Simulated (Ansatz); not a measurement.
# Direct or indirect: CdSe (P6_3mc)

```
Cd Se
1.0
     4.30000    0.00000    0.00000
    -2.15000    3.72391    0.00000
     0.00000    0.00000    7.02000
Cd Se
2 2
Direct
  0.66667 0.33333 0.50000
  0.33333 0.66667 0.00000
  0.66667 0.33333 0.88500
  0.33333 0.66667 0.38500
```

Method: Ansatz, PBE, independent particles, without spin-orbit coupling, line width 0.15 eV (Gaussian). The band structure gives a fundamental gap of 0.70 eV. The spectrum of vertical transitions near the edge:

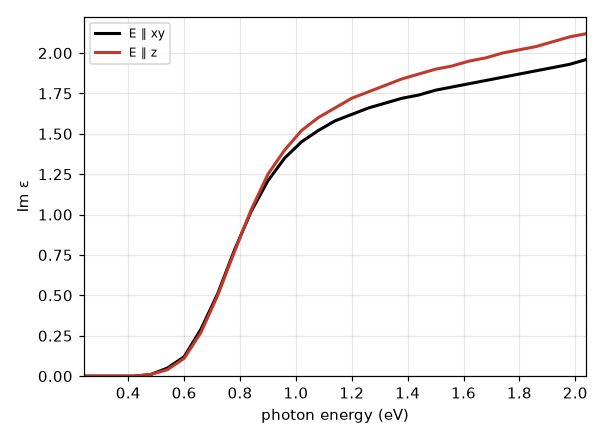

(1) Is the gap direct or indirect, and about where do vertical transitions set in?

## Answers

(1) Direct: the band path has its least direct gap at the fundamental one, 0.70 eV, and the curves rise from there. Lines are broadened by 0.15 eV, which spreads the edge.

[Logs are printed without paths, hosts, clocks, repeated set-up lines and the standing remarks that a program may print on its own settings, such as how far it seeks lower states.]
